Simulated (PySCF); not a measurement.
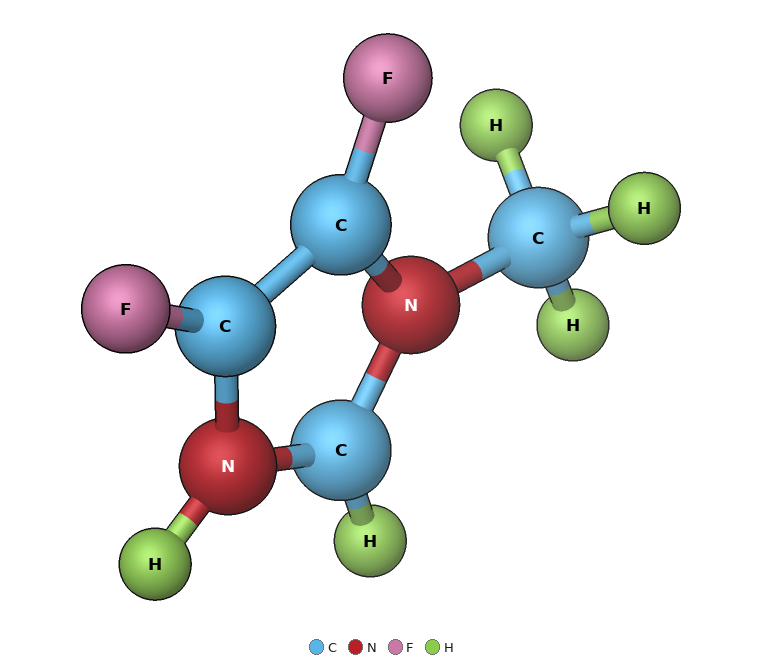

Charge +1, singlet. The geometry was computed by an optimisation with GFN2-xTB. No frequency run is at hand to confirm it as a minimum. Level of theory: ωB97X-D/def2-SVPD, gas phase (PySCF 2.14.0). Excitations: vertical, linear response.

### What is the HOMO energy (Kohn–Sham orbital)?

−14.27 eV.

### What is the brightest of the 8 lowest singlets?

8.56 eV.

### What is the mean static polarisability?

55.7 bohr³.

### Estimate the LUMO energy (Kohn–Sham orbital).

−4.08 eV.
